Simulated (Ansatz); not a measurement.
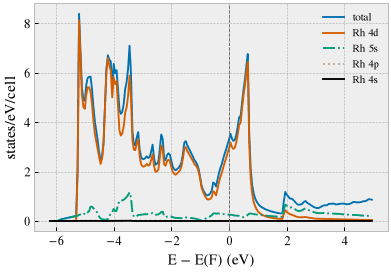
Figure: Total and projected density of states of Rh (diamond, Fd-3m), the program Ansatz at the PBEsol level (PAW)

Question: Which orbitals carry the states next to the Fermi level?

Answer: Within 0.5 eV of the Fermi level: Rh 4d 89 %, Rh 5s 8 %. Projections are on Löwdin-orthogonalised atomic valence shells; empty p or d shells of many metals are not among them.

Question: Where is the tallest occupied peak in this window, and what makes it?

Answer: Near -5.2 eV, about 8.4 states/eV per cell; the largest projected share is Rh 4d.

The start of the workflow was typed in or built on a structure type; neither database checked (COD, Materials Project) lists it. It is not the phase usual at ambient conditions (space group No. 225). Symmetry was held in the PBEsol relaxation. At this level the phase is mechanically unstable. The workflow began spin-polarised and lost its moments. Spin–orbit coupling is left out wherever it is not named.

Potentials: the later of the program's two PAW sets.
